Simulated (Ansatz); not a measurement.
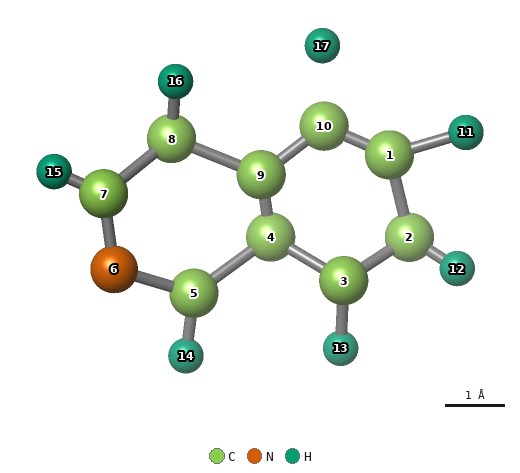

The starting structure (ball-and-stick view, seen on its broad side; atoms are numbered from 1 in the order of the input). Sticks are drawn by distance; a stretched bond gets none, so the picture shows separate pieces. Bond lengths as drawn: C–C 1.12 to 1.65 Å, C–H 0.92 to 1.36 Å and C–N 1.30 to 1.48 Å.

**Run report: C9H7N (charge +1), geometry relaxation**

System: C9H7N, charge +1, multiplicity 2.
Method: UKS PBE0-DH/def2-TZVPP (Ansatz 0.2.0).

The run did not end well. The geometry comes from this level: PBE0-D4/def2-TZVP.

The input
```yaml
crystal:
  periodic: [false, false, false]
  atoms:
    - {symbol: C, position_ang: [1.090683, -1.685039, 0.956856]}
    - {symbol: C, position_ang: [2.131438, -1.329271, -0.042992]}
    - {symbol: C, position_ang: [1.352077, -0.664951, -1.061086]}
    - {symbol: C, position_ang: [0.481934, 0.326371, -0.328912]}
    - {symbol: C, position_ang: [-0.212285, 1.311420, -1.459651]}
    - {symbol: N, position_ang: [-1.569656, 1.911780, -1.466727]}
    - {symbol: C, position_ang: [-2.297402, 1.632672, -0.424928]}
    - {symbol: C, position_ang: [-1.570044, 0.891313, 0.776958]}
    - {symbol: C, position_ang: [-0.277227, -0.046940, 0.409074]}
    - {symbol: C, position_ang: [0.193683, -0.946803, 1.309891]}
    - {symbol: H, position_ang: [1.682420, -2.857648, 1.323589]}
    - {symbol: H, position_ang: [2.809304, -1.876730, -0.491487]}
    - {symbol: H, position_ang: [2.105611, -0.008623, -1.820657]}
    - {symbol: H, position_ang: [0.293161, 1.845789, -2.276282]}
    - {symbol: H, position_ang: [-3.009551, 2.157440, -0.176575]}
    - {symbol: H, position_ang: [-2.226507, 0.283087, 1.390025]}
    - {symbol: H, position_ang: [-0.541066, -1.432601, 2.380067]}
basis:
  gaussian: {orbitals: def2-TZVPP}
total_charge: 1
magnetization: {spin_polarized: true, initial_magnetization: 1}
hamiltonian: {xc: {name: PBE0-DH}}
relax: {f_tol: 0.0001, max_steps: 2}
```

Hardware: 2 CPU threads, shared host.

Launched with:
```bash
ansatz run in.yaml --threads 2 --pin off --events-out ev --progress --plain --max-ram 20480MiB --backend cuda --devices 0, --max-vram 18GiB
```

Output
```
Functional definition: PBE0-DH
  name "PBE0-DH"
  cite "Brémond & Adamo, J. Chem. Phys. 135, 024106 (2011) doi:10.1063/1.3604569"
  cite "Perdew, Burke & Ernzerhof, Phys. Rev. Lett. 77, 3865 (1996) doi:10.1103/PhysRevLett.77.3865"
  parameter a = 1/2
  parameter c = 1/8
  exchange = (1 - a)*pbe_x + a*exact_x
  correlation = (1 - c)*pbe_c + c*(mp2_os + mp2_ss)
2779 factors; integrals over basis functions are off by at most 3.1e-4 eV
mean field evaluation 1: about -10881.6368 eV, gradient 5.9e1 eV
mean field evaluation 2: about -10882.4081 eV, gradient 5.8e1 eV
mean field evaluation 4: about -10896.6020 eV, gradient 1.8e1 eV
mean field evaluation 8: about -10898.3619 eV, gradient 8.4e-1 eV
mean field evaluation 16: about -10898.4086 eV, gradient 5.3e-2 eV
mean field evaluation 32: about -10898.4098 eV, gradient 3.1e-3 eV
mean field evaluation 64: about -10898.3603 eV, gradient 5.4e-1 eV
mean field -10898.40975639 eV, -400.5091713399 hartree, gradient 7.1e-6 eV, S^2 0.801023; 5 other end points of the search recorded, 0 dependent functions left out
10 core orbitals not correlated: weight in the atoms' cores, before any rotation towards them, 1.000 or more for the frozen orbitals, at most 0.000 for the correlated occupied ones
reference -10898.40978044 eV, -400.5091722236 hartree; 24, 23 occupied and 374, 375 virtual orbitals, 2779 factors
second order -53.69558531 eV of doubles, -0.00000000 eV of singles
the calculation of the forces begins
relax step   1: F+E_penalty+E_count = -10905.12170456 eV  Δ(F+E_penalty+E_count) = +0.000e0 eV  max|allowed force component| = 2.501e1 eV/Å  Δτ_max = 0.0000 Å  (212 SCF iters, accepted)
these checks for a lower state are left out or cut short: starts, cluster_reference, orbital_swaps, neighbouring_geometries, increment
2780 factors; integrals over basis functions are off by at most 7.2e-4 eV
mean field evaluation 96: about -10910.0022 eV, gradient 8.0e-4 eV
mean field -10910.00217148 eV, -400.9351847368 hartree, gradient 9.7e-6 eV, S^2 0.799210; 0 other end points of the search recorded, 0 dependent functions left out
10 core orbitals not correlated: weight in the atoms' cores, before any rotation towards them, 1.000 or more for the frozen orbitals, at most 0.000 for the correlated occupied ones
reference -10910.00219493 eV, -400.9351855985 hartree; 24, 23 occupied and 374, 375 virtual orbitals, 2780 factors
second order -52.69893432 eV of doubles, -0.00000000 eV of singles
the calculation of the forces begins
relax step   2: F+E_penalty+E_count = -10916.58953827 eV  Δ(F+E_penalty+E_count) = -1.147e1 eV  max|allowed force component| = 7.631e0 eV/Å  Δτ_max = 0.1946 Å  (73 SCF iters, accepted)
```

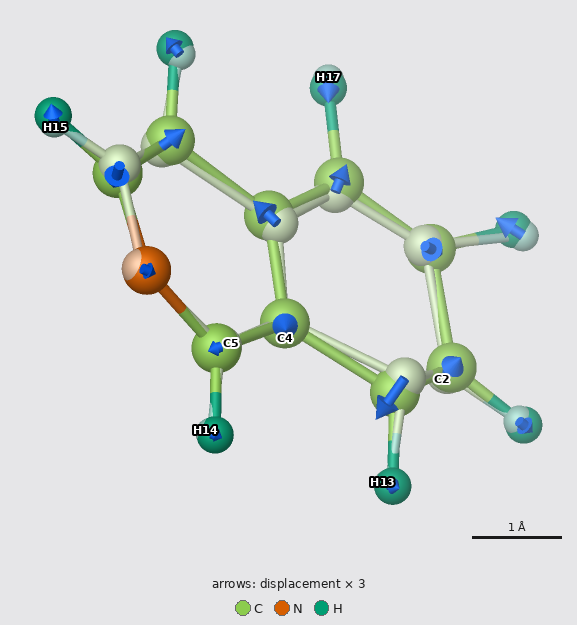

Start (faint) and end (solid) with the displacements as blue arrows, magnified 3 times (ball-and-stick view, seen at a tilt). The two geometries are laid on each other by the best rigid fit. The relaxation stopped without meeting its thresholds, so the last structure isn't shown to be converged. The atom that moves furthest after the best rigid fit is C3 (0.19 Å). Largest moves by element: C 0.19 Å, H 0.12 Å, N 0.06 Å. Distances before and after: C10–H17 1.386 → 1.181 Å, C4–C9 1.123 → 1.324 Å, C1–H11 1.364 → 1.178 Å, C7–H15 0.919 → 1.053 Å. Among the angles that change: C1–C2–C3 101.9° → 115.6°, C2–C3–H13 110.1° → 120.7°, C2–C1–H11 94.8° → 105.0°. The energy falls by 11.468 eV in 1 geometry step. Largest force component: 25 eV/Å at the start, 7.6 eV/Å at the end. (Atoms are counted from 1 in the order of the input.)

```
Error: geometry relaxation did not converge after 2 steps: max|allowed force component| = 7.63e0 eV/Å (threshold 1.0e-4). Raise `relax.max_steps` over both its present limit and 2, loosen `relax.f_tol`, or start from a geometry closer to equilibrium. Where this run's directory can be resumed (`checkpoint.write`), a resume goes on for up to `relax.max_steps` more
```

Trajectory as extended XYZ (Å, eV, eV/Å), 2 frames, from step=1 to step=2
```
17
Properties=species:S:1:pos:R:3:forces:R:3 step=1 energy=-10905.12170
C     1.0907   -1.6850    0.9569   14.5174 -10.4262  -1.3474
C     2.1314   -1.3293   -0.0430   -9.5118   2.3246  -2.6062
C     1.3521   -0.6650   -1.0611    6.8634   6.1777   2.3795
C     0.4819    0.3264   -0.3289   11.7023   7.8385 -25.0093
C    -0.2123    1.3114   -1.4597   -2.3941   1.5484   1.5897
N    -1.5697    1.9118   -1.4667    3.6450  -2.3170  -0.1694
C    -2.2974    1.6327   -0.4249   11.6041  -5.6225   1.9436
C    -1.5700    0.8913    0.7770   -0.3875  -3.2484  -4.1012
C    -0.2772   -0.0469    0.4091  -18.3508  -0.5632  18.9622
C     0.1937   -0.9468    1.3099  -10.7568  -0.5267   8.4693
H     1.6824   -2.8576    1.3236   -3.0100   3.7394   0.2315
H     2.8093   -1.8767   -0.4915    4.2477  -3.1026  -0.6732
H     2.1056   -0.0086   -1.8207   -2.4390  -2.4983   1.1224
H     0.2932    1.8458   -2.2763    0.4603  -0.9472   0.3107
H    -3.0096    2.1574   -0.1766   -8.2046   4.8682   1.7946
H    -2.2265    0.2831    1.3900   -0.1069   0.7987   0.8230
H    -0.5411   -1.4326    2.3801    2.1212   1.9564  -3.7197
17
Properties=species:S:1:pos:R:3:forces:R:3 step=2 energy=-10916.58954
C     1.1868   -1.7491    1.0084    5.3348  -3.4590  -1.6899
C     2.0464   -1.3836   -0.1147   -3.8711   0.5685  -1.3796
C     1.4740   -0.5133   -1.0598    1.5801   3.8956   2.6055
C     0.4265    0.3623   -0.4943    0.2126   1.2076  -7.6315
C    -0.2187    1.3647   -1.4656   -1.1003  -0.4206   0.7678
N    -1.5264    1.8685   -1.4685    2.9026  -0.9246   1.0178
C    -2.1688    1.6652   -0.3495    2.2536  -2.0331   2.3008
C    -1.6172    0.7900    0.7519    1.4919  -1.7952  -2.6069
C    -0.3411   -0.0034    0.5199   -3.5605   1.8659   3.8627
C     0.1328   -1.0293    1.3634   -3.8932  -0.8607   2.8950
H     1.5996   -2.7868    1.3820   -1.5112   2.5309   0.3853
H     2.8793   -1.9146   -0.4881    0.9046  -0.8157   0.5420
H     2.1103   -0.0338   -1.8656   -1.1325  -1.2504   0.5991
H     0.3164    1.8161   -2.2995    0.3861  -0.5809   0.1859
H    -3.0873    2.1484   -0.1744   -1.1466   0.3345  -0.0441
H    -2.2763    0.3017    1.4584   -0.1918   0.7665   0.3434
H    -0.4998   -1.3917    2.2930    1.3410   0.9706  -2.1532
```

Outcome

| quantity | value |
| --- | --- |
| outcome | not converged |
| wall time | 51 s (CPU time 53 s) |
| peak memory | 3.5 GiB |

A setting was made wrong on purpose: the optimiser is allowed too few steps. The run did not converge: “geometry relaxation did not converge after 2 steps: max|allowed force component| = 7.63e0 eV/Å (threshold 1.0e-4). Raise `relax.max_steps` over both its present limit and 2, loosen `relax.f_tol`, or start from a geometry closer to equilibrium …” Its last values are not results.
